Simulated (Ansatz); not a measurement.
## Electronic structure of C3H2FGa (SMILES C=C=[C-][Ga+][F]) in real space

The calculation's input:

```
crystal:
  periodic: [false, false, false]
  atoms:
    - {symbol: C, position_ang: [2.504958, 1.265838, -1.114073]}
    - {symbol: C, position_ang: [2.248394, 2.514825, -1.298987]}
    - {symbol: C, position_ang: [2.173765, 3.826152, -1.514611]}
    - {symbol: F, position_ang: [1.589814, -1.888602, -0.479132]}
    - {symbol: Ga, position_ang: [1.366085, -0.175752, -0.745107]}
    - {symbol: H, position_ang: [2.242380, 4.539801, -0.686375]}
    - {symbol: H, position_ang: [2.041657, 4.225684, -2.526003]}
basis:
  gaussian:
    orbitals: def2-TZVPD
hamiltonian:
  xc: pbe0
output:
  forces: true
  orbitals: {seedname: orbitals}
```

Run with:

```sh
ansatz run input.yaml --threads 2 --pin off --max-ram 4350MiB --events-out events.jsonl --progress --plain --runs-dir runs
```

Geometry: r2SCAN-D4/def2-SVP.

The calculation used Ansatz, isolated molecule in a Gaussian basis; Kohn-Sham density functional theory, functional PBE0.

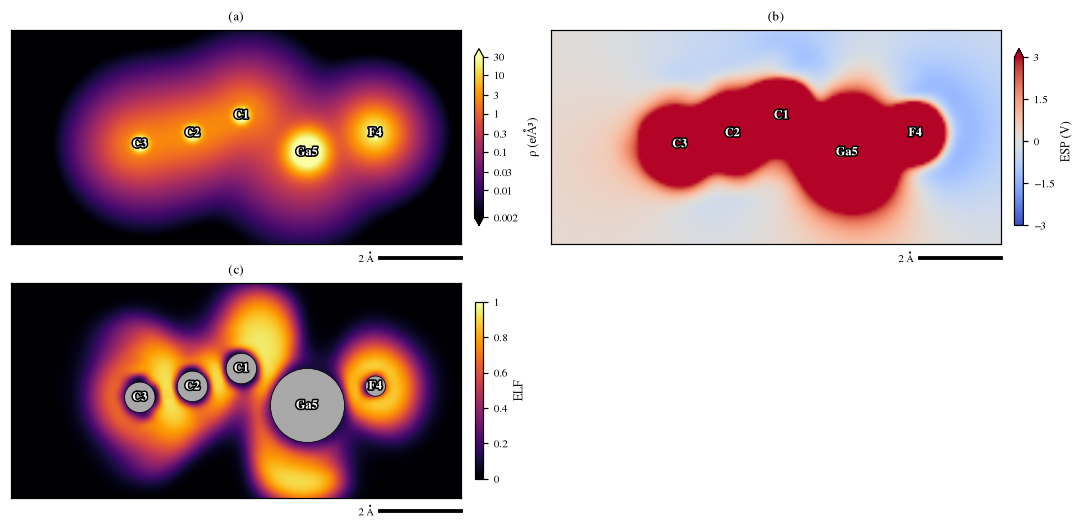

Figure 1. (a) electron density; (b) electrostatic potential; (c) ELF on the plane of atoms C2, C1 and Ga5. Grey discs cover the atomic cores in the ELF map.

> Interpret the plot.

- Atoms in the plane: C, F and Ga.
- C–C (1.29 Å): ρ at the midpoint is about 2.5 e/Å³; the ELF peaks at about 0.90 between the atoms (a short, multiple covalent bond).
- Ga–F (1.75 Å): ρ at the midpoint is about 0.91 e/Å³; the ELF peaks at about 0.85 in the valence shell of F, 0.5 Å from its nucleus, and is about 0.15 at the midpoint.
- C–Ga (1.87 Å): ρ at the midpoint is about 0.82 e/Å³; the ELF peaks at about 0.80 in the valence shell of C, 0.7 Å from its nucleus, and is about 0.40 at the midpoint.
- C–C (1.33 Å): ρ at the midpoint is about 2.3 e/Å³; the ELF peaks at about 0.90 between the atoms (a multiple bond).
- The ELF also peaks beside F4 and C1, away from the bonds: lone-pair regions.
- Outside the dense part of the molecule the potential is most negative (−1.3 V) near F4.

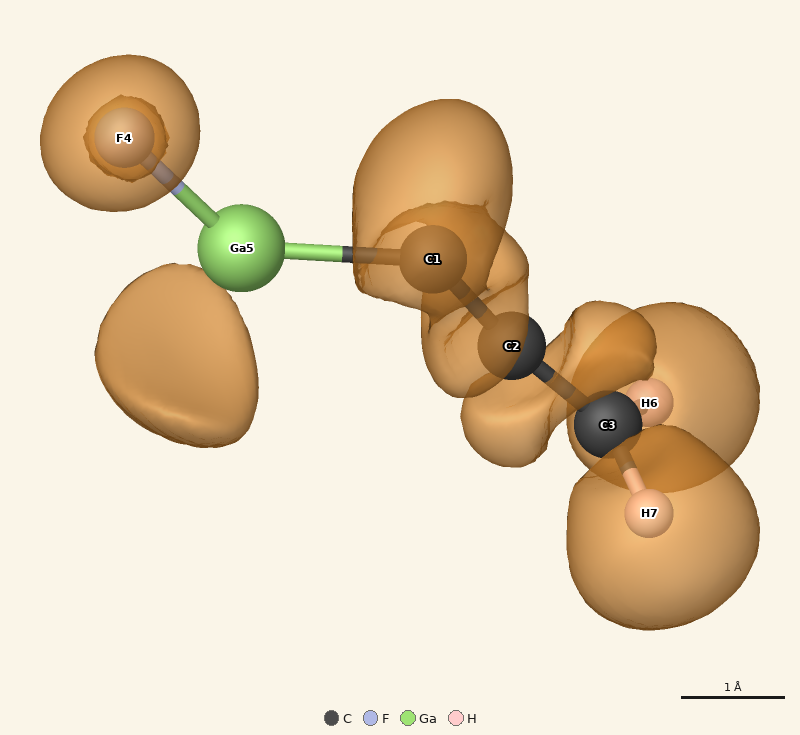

Figure 2. Isosurface of the electron localisation function at 0.75 (orange), seen at an oblique angle. Only the valence region is drawn (cores and ρ < 0.01 e/Å³ removed).

> Describe the localisation domains.

At this value the surface marks out one region between bonded C–C atoms (shared pairs), two regions around hydrogen nuclei, one region on C in which the atom's valence shell and bonds are merged, one lobe on Ga, pointing away from the bonds (lone pairs) and one region wrapped around F (its valence shell).

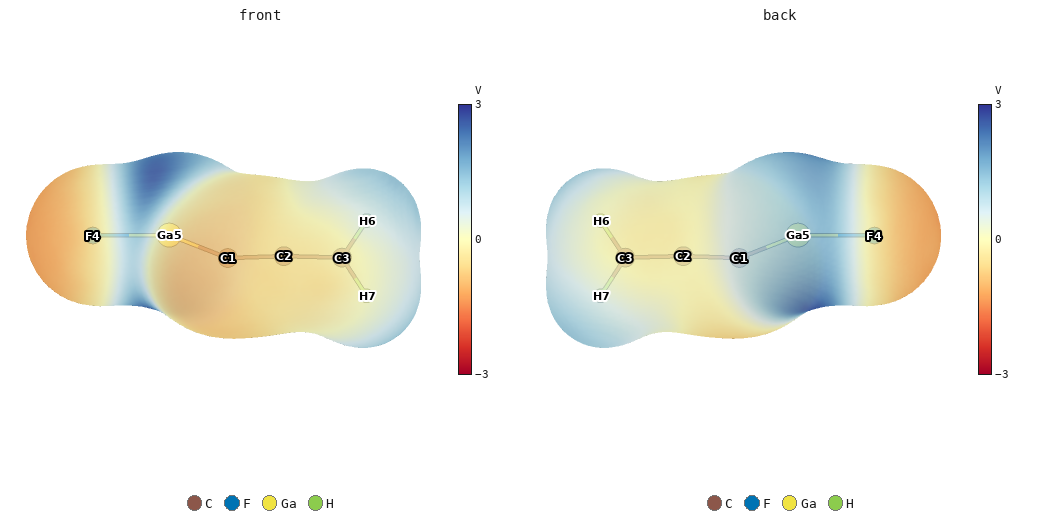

Figure 3. The molecular electrostatic potential painted on the density surface at 0.002 e/bohr³, seen from the front and from behind; red is negative and blue positive.

> Describe the electrostatic potential map.

The most negative region (about −1.2 V) lies over F4, the most positive (about +2.6 V) over Ga5.

> How polar is the molecule by this calculation?

Its dipole moment is 2.70 D.
